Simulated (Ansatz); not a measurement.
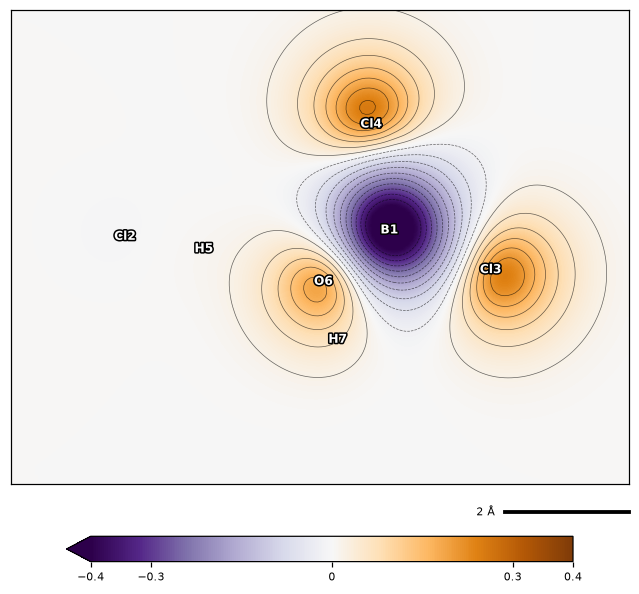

Figure. BCl2HO···HCl. The LUMO on a plane 0.8 Å above the molecular plane (values in Å⁻³ᐟ²; the overall sign is arbitrary).

The product side of a reaction path; geometry: PBE0-D4/def2-TZVP.

All numbers below come from RKS PBE0-D4/def2-TZVPP (Ansatz 0.2.0).

```xyz
7

B    -0.6565   -0.9366    0.1008
Cl    2.0918    2.2910    0.5608
Cl   -1.8667   -1.9354   -0.6830
Cl   -0.0434   -1.3494    1.6754
H     1.2095    1.4175    0.2172
O    -0.1771    0.1714   -0.5017
H    -0.5578    0.3414   -1.3693
```

Describe this orbital and give its energy.

By Hirshfeld shares it lies mainly on B1 (about 50 %), Cl4 (about 20 %), Cl3 (about 20 %) and O6 (about 15 %); it changes sign across the molecular plane (π type); π-antibonding (a node) across B1–Cl3 and B1–Cl4. Its energy is −0.79 eV.
